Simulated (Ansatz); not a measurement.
**C2H2FI (SMILES F/C=C\I) at r2SCAN0/def2-SVP (core potential)**

What is the electronic atomisation energy of C2H2FI at r2SCAN0/def2-SVP (core potential)? 

The calculation is run with Ansatz 0.2.0.

76 further runs of the same task are left out: 1 that didn't finish, 75 set aside as unsound or not needed. Runs told in other sessions of the task aren't counted.

**1. The structure to begin with**

C2H2FI: 6 atoms, total charge 0, spin state singlet. As SMILES, `F/C=C\I`. Geometry: relaxed at PBE0-D4/def2-TZVP.

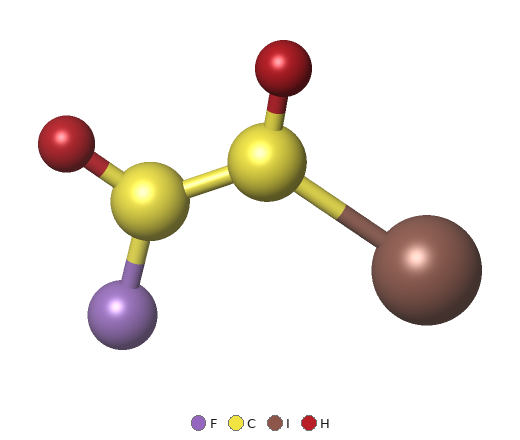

Viewed from a chosen angle; fluorine purple, carbon yellow, iodine brown, hydrogen red.

**2. The energy at r2SCAN0/def2-SVP (core potential)**

File input.yaml:

```yaml
crystal:
  periodic: [false, false, false]
  atoms:
    - {symbol: F, position_ang: [0.570800, -0.814500, -1.406100]}
    - {symbol: C, position_ang: [0.653000, -0.030300, -0.338500]}
    - {symbol: C, position_ang: [-0.359500, 0.204900, 0.473800]}
    - {symbol: I, position_ang: [-2.240600, -0.602600, 0.226400]}
    - {symbol: H, position_ang: [1.640500, 0.397900, -0.202700]}
    - {symbol: H, position_ang: [-0.229200, 0.853400, 1.327300]}
basis:
  gaussian:
    orbitals: def2-SVP
total_charge: 0
hamiltonian:
  xc: {name: r2SCAN0}
accuracy: high
output:
  orbitals: {seedname: orbitals}
```

Run with:

```console
$ ansatz run input.yaml --threads 1 --pin off --max-ram 2610MiB --events-out events.jsonl --progress --plain --runs-dir runs
```

Standard output:

```text
Warning: RAYON_NUM_THREADS=1 ignored (pool sized by the plan → 1); use --threads N
Functional definition: r2SCAN0
  name "r2SCAN0"
  parameter a = 0.25
  parameter k0 = 0.174
  parameter k1 = 0.065
  parameter a1 = 4.9479
  exchange = (1 - a)*r2scan_x(k0 = k0, k1 = k1, a1 = a1) + a*exact_x
  correlation = r2scan_c
1846 factors; integrals over basis functions are off by at most 3.6e-9 eV
mean field evaluation 1: about -12916.4089 eV, gradient 3.0e1 eV
mean field evaluation 2: about -12915.6407 eV, gradient 3.3e1 eV
mean field evaluation 4: about -12918.6544 eV, gradient 2.2e0 eV
mean field evaluation 8: about -12918.8302 eV, gradient 3.5e-1 eV
mean field evaluation 16: about -12918.8305 eV, gradient 2.4e-5 eV
mean field -12918.83046199 eV, -474.7582627802 hartree, gradient 6.0e-8 eV, S^2 0.000000; 0 other end points of the search recorded, 0 dependent functions left out
reference -12918.83046240 eV, -474.7582627953 hartree; 24, 24 occupied and 54, 54 virtual orbitals, 1846 factors
Total energy: -12918.83046240 eV, -474.7582627953 hartree
```

Wall time 12 s (1 thread of Arm Neoverse V2, shared host); peak memory 0.3 GiB.

**3. The C atom**

File molecule.yaml:

```yaml
crystal:
  periodic: [false, false, false]
  atoms:
    - {symbol: C, position_ang: [0.000000, 0.000000, 0.000000]}
basis:
  gaussian:
    orbitals: def2-SVP
magnetization:
  spin_polarized: true
  initial_magnetization: 2
hamiltonian:
  xc: {name: r2SCAN0}
accuracy: high
```

Run the same way, it converges to -37.78832 Eh (log not shown).

**4. The F atom, same level**

File job.yaml:

```yaml
crystal:
  periodic: [false, false, false]
  atoms:
    - {symbol: F, position_ang: [0.000000, 0.000000, 0.000000]}
basis:
  gaussian: {orbitals: def2-SVP}
hamiltonian: {xc: {name: r2SCAN0}}
magnetization: {spin_polarized: true, initial_magnetization: 1}
accuracy: high
```

Run with:

```console
$ ansatz run job.yaml --threads 1 --pin off --max-ram 2610MiB --events-out events.jsonl --progress --plain --runs-dir runs
```

Standard output:

```text
Warning: RAYON_NUM_THREADS=1 ignored (pool sized by the plan → 1); use --threads N
Functional definition: r2SCAN0
  name "r2SCAN0"
  parameter a = 0.25
  parameter k0 = 0.174
  parameter k1 = 0.065
  parameter a1 = 4.9479
  exchange = (1 - a)*r2scan_x(k0 = k0, k1 = k1, a1 = a1) + a*exact_x
  correlation = r2scan_c
95 factors; integrals over basis functions are off by at most 1.3e-9 eV
mean field evaluation 1: about -2709.9923 eV, gradient 5.3e0 eV
mean field evaluation 2: about -2710.0627 eV, gradient 1.3e0 eV
mean field evaluation 4: about -2710.0677 eV, gradient 3.2e-2 eV
mean field evaluation 8: about -2710.0688 eV, gradient 3.7e-4 eV
mean field -2710.06881310 eV, -99.5931919308 hartree, gradient 7.3e-8 eV, S^2 0.751596; 0 other end points of the search recorded, 0 dependent functions left out
reference -2710.06881318 eV, -99.5931919339 hartree; 5, 4 occupied and 9, 10 virtual orbitals, 95 factors
Total energy: -2710.06881318 eV, -99.5931919339 hartree
```

Run time: 0.76 s. Hardware: 1 thread of Arm Neoverse V2, shared host; peak memory 0.098 GiB.

**5. The H atom, same level**

File job.yaml:

```yaml
crystal:
  periodic: [false, false, false]
  atoms:
    - symbol: H
      position_ang: [0.000000, 0.000000, 0.000000]
basis:
  gaussian: {orbitals: def2-SVP}
magnetization: {spin_polarized: true, initial_magnetization: 1}
hamiltonian: {xc: {name: r2SCAN0}}
accuracy: high
```

Run the same way, it converges to -0.49923 Eh (log not shown).

**6. The I atom at the same level**

File run.yaml:

```yaml
crystal:
  periodic: [false, false, false]
  atoms:
    - {symbol: I, position_ang: [0.000000, 0.000000, 0.000000]}
basis:
  gaussian:
    orbitals: def2-SVP
magnetization:
  spin_polarized: true
  initial_magnetization: 1
hamiltonian:
  xc: {name: r2SCAN0}
accuracy: high
```

Run the same way, it converges to -297.76311 Eh (log not shown).

**7. Summary of results**

Level: r2SCAN0/def2-SVP (core potential).

| quantity | value |
| --- | --- |
| molecule: total energy | -474.75826 Eh |
| molecule: HOMO energy | -7.17 eV |
| molecule: LUMO energy | -0.47 eV |
| molecule: HOMO–LUMO gap | 6.69 eV |
| C atom: total energy | -37.78832 Eh |
| C atom: ⟨S²⟩ | 2.005 |
| F atom: total energy | -99.59319 Eh |
| F atom: ⟨S²⟩ | 0.752 |
| H atom: total energy | -0.49923 Eh |
| H atom: ⟨S²⟩ | 0.750 |
| I atom: total energy | -297.76311 Eh |
| I atom: ⟨S²⟩ | 0.753 |
| electronic atomisation energy | 22.500 eV |

**Reading.** Taking the molecule apart into free atoms costs 22.50 eV (2171 kJ/mol), before zero-point energy and without spin-orbit coupling.
